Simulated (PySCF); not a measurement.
# [Pr(NH2)4]−: other functionals and bases at one geometry

How far do other levels of theory move the description of [Pr(NH2)4]−, and what does each cost? The structure is generated, not taken from experiment.

Method: several levels, as the steps say, no spin–orbit coupling; program: PySCF 2.14.0.

1 further run of the same task is left out (for a known fault of the program).

## Step 1: Where the work starts

13 atoms, charge -1, spin multiplicity 1.

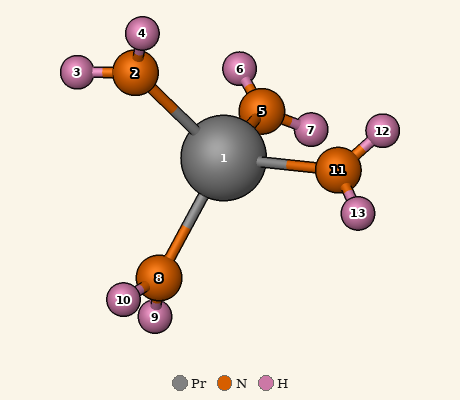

The structure; praseodymium grey, nitrogen orange, hydrogen pink; atoms are numbered from 1 in the order of the file.

Geometry (Å):

```xyz
13
H8N4Pr
Pr    0.0002    0.0000    0.0000
N     1.4139    1.3813    1.2752
H     2.2806    1.0493    1.7047
H     1.3874    2.3836    1.4675
N    -1.4136   -1.2754    1.3812
H    -1.3888   -1.4672    2.3832
H    -2.2796   -1.7052    1.0482
N     1.4139   -1.3813   -1.2752
H     1.3874   -2.3836   -1.4675
H     2.2806   -1.0493   -1.7047
N    -1.4136    1.2754   -1.3812
H    -2.2796    1.7052   -1.0482
H    -1.3888    1.4672   -2.3832
```

Formal oxidation states: Pr +3. Each metal's 2 4f electrons lie in its core potential, so multiplicities, spins and levels count the valence alone. An earlier session relaxed this geometry at PBE0, Pr lcecp-1-SVP with ECP48, N def2-SVP, H def2-SVP (singlet, point group S4).

At PBE0 on the finer grid: E = -256.391141 Eh, HOMO -1.13 eV, LUMO 3.59 eV, Mulliken charge on Pr1 +0.70 e, largest force component 0.016 eV/Å. 

Levels to run: wB97X; HF; PBE0, TZVP. Hardware: 2 threads of Arm Neoverse V1, shared host.

## Step 2: wB97X

Input file run.py (the lines that set the calculation):

```python
mol = gto.M(atom='''
Pr     0.00017     0.00000     0.00000
N      1.41394     1.38127     1.27524
H      2.28057     1.04927     1.70471
H      1.38743     2.38362     1.46755
N     -1.41357    -1.27540     1.38115
H     -1.38884    -1.46719     2.38317
H     -2.27962    -1.70518     1.04820
N      1.41394    -1.38127    -1.27524
H      1.38743    -2.38362    -1.46755
H      2.28057    -1.04927    -1.70471
N     -1.41357     1.27540    -1.38115
H     -2.27962     1.70518    -1.04820
H     -1.38884     1.46719    -2.38317''',
    basis={'Pr': 'lcecp-1-SVP', 'N': 'def2-SVP', 'H': 'def2-SVP'},
    ecp={'Pr': 'lcecp-1-SVP'},
    charge=-1, spin=0)
mf = dft.RKS(mol, xc='WB97X')
mf.grids.atom_grid = (75, 302)  # f atoms: unpruned, at least (60, 302)
mf = mf.density_fit()  # fitting sets: Pr AutoAux, N def2-universal-JKFIT, H def2-universal-JKFIT
mf.conv_tol = 1e-08; mf.max_cycle = 55
mf.kernel(dm0)  # dm0: the density of the relaxed state
```

Run with:

```sh
OMP_NUM_THREADS=2 python run.py
```

Output:

```text
init E= -256.594389413603
  HOMO = -0.132225928890235  LUMO = 0.183543375302982  gap/eV = 8.59252
cycle= 1 E= -256.596964407609  delta_E= -0.00257  |g|= 0.0242  |ddm|= 0.154
  HOMO = -0.130960105829018  LUMO = 0.182749740406457  gap/eV = 8.53648
cycle= 2 E= -256.597138784332  delta_E= -0.000174  |g|= 0.019  |ddm|= 0.0522
  HOMO = -0.133389306170276  LUMO = 0.182429624370183  gap/eV = 8.59387
cycle= 3 E= -256.597227752417  delta_E= -8.9e-05  |g|= 0.00456  |ddm|= 0.0192
  HOMO = -0.133046424981702  LUMO = 0.182421663644401  gap/eV = 8.58432
cycle= 4 E= -256.59723977196  delta_E= -1.2e-05  |g|= 0.000882  |ddm|= 0.0107
  HOMO = -0.133132353312789  LUMO = 0.182368468266464  gap/eV = 8.58521
cycle= 5 E= -256.597240462573  delta_E= -6.91e-07  |g|= 0.000254  |ddm|= 0.00308
  HOMO = -0.133104934097807  LUMO = 0.18237268272765  gap/eV = 8.58458
cycle= 6 E= -256.597240549085  delta_E= -8.65e-08  |g|= 3.67e-05  |ddm|= 0.00132
  HOMO = -0.133102217300168  LUMO = 0.182372450490476  gap/eV = 8.58450
cycle= 7 E= -256.597240550444  delta_E= -1.36e-09  |g|= 8.24e-06  |ddm|= 0.000178
  HOMO = -0.133103513157647  LUMO = 0.182371893994173  gap/eV = 8.58452
Extra cycle  E= -256.597240550494  delta_E= -5e-11  |g|= 4.67e-06  |ddm|= 2.56e-05
converged SCF energy = -256.597240550494
```

Run time: 14 s. Hardware: 2 threads of Arm Neoverse V1, shared host.

Result: E = -256.597241 Eh, HOMO -3.62 eV, LUMO 4.96 eV, Mulliken charge on Pr1 +0.69 e, largest force component 0.094 eV/Å. 

## Step 3: HF

Edit run.py (the lines that set the calculation) of step 2 so:

```diff
@@ -17,4 +17,3 @@
     charge=-1, spin=0)
-mf = dft.RKS(mol, xc='WB97X')
-mf.grids.atom_grid = (75, 302)  # f atoms: unpruned, at least (60, 302)
+mf = scf.RHF(mol)
 mf = mf.density_fit()  # fitting sets: Pr AutoAux, N def2-universal-JKFIT, H def2-universal-JKFIT
```

Run with:

```sh
OMP_NUM_THREADS=2 python run.py
```

Output:

```text
init E= -254.796575660257
  HOMO = -0.162421367159302  LUMO = 0.191548590451553  gap/eV = 9.63201
cycle= 1 E= -254.821109984735  delta_E= -0.0245  |g|= 0.0551  |ddm|= 0.484
  HOMO = -0.169443207074468  LUMO = 0.190335121770772  gap/eV = 9.79007
cycle= 2 E= -254.82237497327  delta_E= -0.00126  |g|= 0.0161  |ddm|= 0.125
  HOMO = -0.166363078810397  LUMO = 0.191115867739803  gap/eV = 9.72750
cycle= 3 E= -254.822491913884  delta_E= -0.000117  |g|= 0.00598  |ddm|= 0.0264
  HOMO = -0.167832819178333  LUMO = 0.190978327404967  gap/eV = 9.76375
cycle= 4 E= -254.822509918697  delta_E= -1.8e-05  |g|= 0.00242  |ddm|= 0.0115
  HOMO = -0.167793311875952  LUMO = 0.190978858491768  gap/eV = 9.76269
cycle= 5 E= -254.822513113037  delta_E= -3.19e-06  |g|= 0.000687  |ddm|= 0.00448
  HOMO = -0.167890756866674  LUMO = 0.190991792981862  gap/eV = 9.76569
cycle= 6 E= -254.82251360158  delta_E= -4.89e-07  |g|= 0.000133  |ddm|= 0.002
  HOMO = -0.16790478861303  LUMO = 0.190991664587248  gap/eV = 9.76607
cycle= 7 E= -254.82251361698  delta_E= -1.54e-08  |g|= 2.4e-05  |ddm|= 0.000358
  HOMO = -0.167907183084519  LUMO = 0.190991200359218  gap/eV = 9.76612
cycle= 8 E= -254.822513617501  delta_E= -5.2e-10  |g|= 5.69e-06  |ddm|= 6.9e-05
  HOMO = -0.167907671251982  LUMO = 0.190991111922713  gap/eV = 9.76613
Extra cycle  E= -254.822513617529  delta_E= -2.84e-11  |g|= 2.76e-06  |ddm|= 1.47e-05
converged SCF energy = -254.822513617529
```

Run time: 4.7 s. Hardware: 2 threads of Arm Neoverse V1, shared host.

Result: E = -254.822514 Eh, HOMO -4.57 eV, LUMO 5.20 eV, Mulliken charge on Pr1 +1.26 e, largest force component 0.773 eV/Å. 

## Step 4: PBE0, TZVP

Basis: Pr lcecp-1-TZVP with ECP48, N def2-TZVP, H def2-TZVP. 

Edit run.py (the lines that set the calculation) of step 3 so:

```diff
@@ -14,8 +14,9 @@
 H     -1.38884     1.46719    -2.38317''',
-    basis={'Pr': 'lcecp-1-SVP', 'N': 'def2-SVP', 'H': 'def2-SVP'},
-    ecp={'Pr': 'lcecp-1-SVP'},
+    basis={'Pr': 'lcecp-1-TZVP', 'N': 'def2-TZVP', 'H': 'def2-TZVP'},
+    ecp={'Pr': 'lcecp-1-TZVP'},
     charge=-1, spin=0)
-mf = scf.RHF(mol)
+mf = dft.RKS(mol, xc='PBE0')
+mf.grids.atom_grid = (75, 302)  # f atoms: unpruned, at least (60, 302)
 mf = mf.density_fit()  # fitting sets: Pr AutoAux, N def2-universal-JKFIT, H def2-universal-JKFIT
 mf.conv_tol = 1e-08; mf.max_cycle = 55
-mf.kernel(dm0)  # dm0: the density of the relaxed state
+mf.kernel(dm0)  # dm0: free metal ions and neutral atoms
```

Run with:

```sh
OMP_NUM_THREADS=2 python run.py
```

Output:

```text
init E= -262.714215010035
  HOMO = -0.00858123641232676  LUMO = 0.107497918517762  gap/eV = 3.15867
cycle= 1 E= -256.439491853568  delta_E= 6.27  |g|= 1.18  |ddm|= 2.82
  HOMO = -0.142151238882501  LUMO = 0.118706325166436  gap/eV = 7.09830
cycle= 2 E= -256.248248218855  delta_E= 0.191  |g|= 1.42  |ddm|= 1.39
  HOMO = -0.0306136141878874  LUMO = 0.129745597489013  gap/eV = 4.36360
cycle= 3 E= -256.652575577385  delta_E= -0.404  |g|= 0.233  |ddm|=    1
  HOMO = -0.0579279296900126  LUMO = 0.122948752339219  gap/eV = 4.92191
cycle= 4 E= -256.663779770284  delta_E= -0.0112  |g|= 0.058  |ddm|= 0.276
  HOMO = -0.0535924203296559  LUMO = 0.124949328352685  gap/eV = 4.85837
cycle= 5 E= -256.664825960069  delta_E= -0.00105  |g|= 0.00678  |ddm|= 0.0948
  HOMO = -0.053446730683202  LUMO = 0.124981041223919  gap/eV = 4.85527
cycle= 6 E= -256.66483875121  delta_E= -1.28e-05  |g|= 0.000688  |ddm|= 0.0107
  HOMO = -0.0534117516641513  LUMO = 0.125009734753505  gap/eV = 4.85510
cycle= 7 E= -256.664838884345  delta_E= -1.33e-07  |g|= 0.000221  |ddm|= 0.00112
  HOMO = -0.0534158532827375  LUMO = 0.125008344219346  gap/eV = 4.85517
cycle= 8 E= -256.664838890104  delta_E= -5.76e-09  |g|= 0.000197  |ddm|= 0.000326
  HOMO = -0.0534274865869141  LUMO = 0.125008070748223  gap/eV = 4.85548
cycle= 9 E= -256.664838898596  delta_E= -8.49e-09  |g|= 3.01e-05  |ddm|= 0.000154
  HOMO = -0.0534231457304518  LUMO = 0.125008690477564  gap/eV = 4.85538
Extra cycle  E= -256.664838898425  delta_E= 1.71e-10  |g|= 4.21e-05  |ddm|= 5.22e-05
converged SCF energy = -256.664838898425
```

Wall time 41 s (2 threads of Arm Neoverse V1, shared host).

It gives: E = -256.664839 Eh, HOMO -1.45 eV, LUMO 3.40 eV, Mulliken charge on Pr1 +1.47 e, largest force component 0.325 eV/Å. 

## Step 5: Results

| level | state | HOMO (eV) | gap (eV) | charge on Pr1 (e) | dipole (D) | largest force (eV/Å) | basis functions | time |
| --- | --- | --- | --- | --- | --- | --- | --- | --- |
| PBE0 (relaxed here) | singlet | -1.13 | 4.72 | 0.70 | 0.00 | 0.02 | 129 | 33 s |
| wB97X | singlet | -3.62 | 8.58 | 0.69 | 0.00 | 0.09 | 129 | 14 s |
| HF | singlet | -4.57 | 9.77 | 1.26 | 0.00 | 0.77 | 129 | 4.7 s |
| PBE0, TZVP | singlet | -1.45 | 4.86 | 1.47 | 0.00 | 0.32 | 219 | 41 s |

Times are on 2 threads of Arm Neoverse V1, shared host; the first row also made further properties. The dipole of a charged species depends on the origin, so these sizes hold for this origin alone.

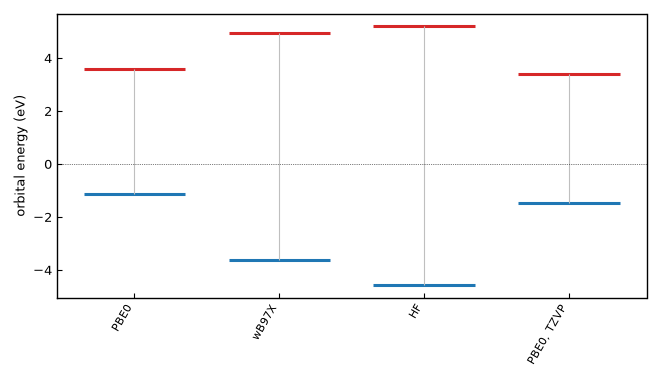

Highest filled and lowest empty level, method by method.

In one basis the HOMO–LUMO gap runs from 4.72 eV (PBE0) to 9.77 eV (HF). The largest leftover force, 0.77 eV/Å with HF, stands at a geometry relaxed at another level. The Mulliken charge on Pr spans +0.69 to +1.47 e over the levels. With 4f in the core, its levels are missing from HOMO and gap. Total energies of different levels can't be compared. Spin–orbit coupling is left out throughout.
